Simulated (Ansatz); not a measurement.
The structure below was relaxed with PBEsol (Ansatz, a first-principles code), no spin-orbit coupling, earlier PAW set.

```xyz
2
Lattice="0.0000 2.7310 2.7310 2.7310 0.0000 2.7310 2.7310 2.7310 0.0000" Properties=species:S:1:pos:R:3 pbc="T T T"
Si     0.0000     0.0000     0.0000
Mg     2.7310     2.7310     2.7310
```

Problem. Find the space group and the Wyckoff positions.

Solution. Space group Fm-3m (No. 225); a = b = c = 5.462 Å, α = β = γ = 90.00°

```csv
atom,site,symmetry,x,y,z
Si,4a,m-3m,0.0000,0.0000,0.0000
Mg,4b,m-3m,0.5000,0.5000,0.5000
```

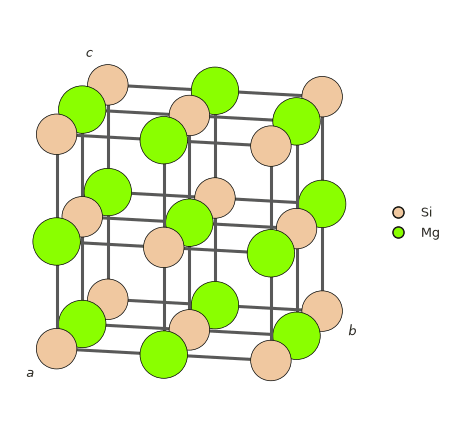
Figure. The conventional cell

Whether these cells are dynamically stable was not tested. The final runs are not spin-polarised. The cell was made from MgS by this change: S → Si; the result is a hypothetical phase, not in the database extracts checked.
